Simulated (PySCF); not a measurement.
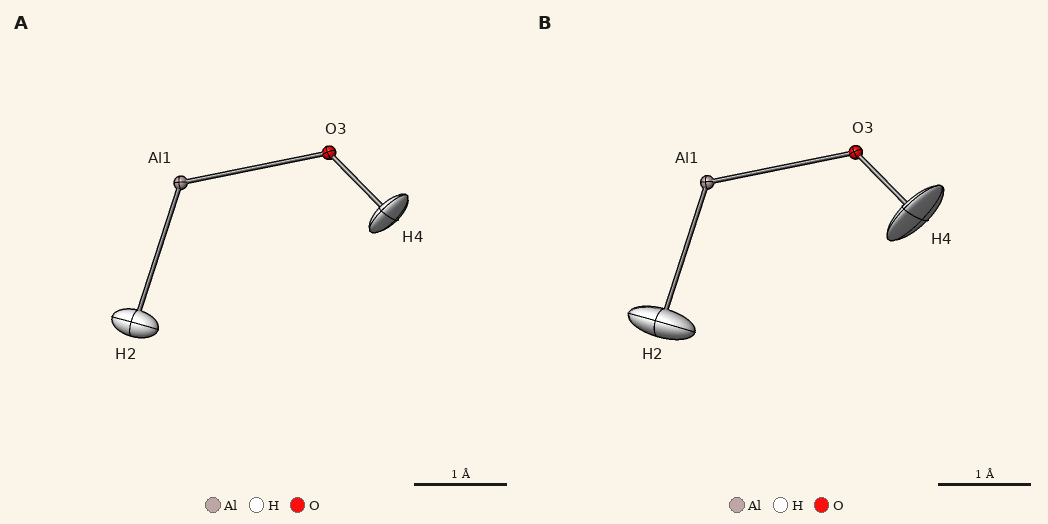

Displacement ellipsoids at the 50 % level, from the internal vibrations of the free molecule (harmonic, no overall translation or rotation; no half-axis is drawn under 0.075 Å). State: neutral, doublet. Vibrations computed with UKS-based PBE0, Al def2-TZVP, H def2-TZVP, O def2-TZVP; non-relativistic; density fitting (PySCF 2.14.0). One panel is for 298 K, the other for 900 K.

> Which panel is for 900 K?

B.

> How much does the mean-square displacement of H4 grow, and why?

U_eq goes from 0.0262 to 0.0591 Å², a factor of 2.3. Modes below kT (626 cm⁻¹ at 900 K) grow about in proportion to T, and the lowest lies at 373 cm⁻¹; the mean-square amplitude of a mode is its zero-point value times coth(ħω/2kT), which comes close to 1 only above about 3kT.
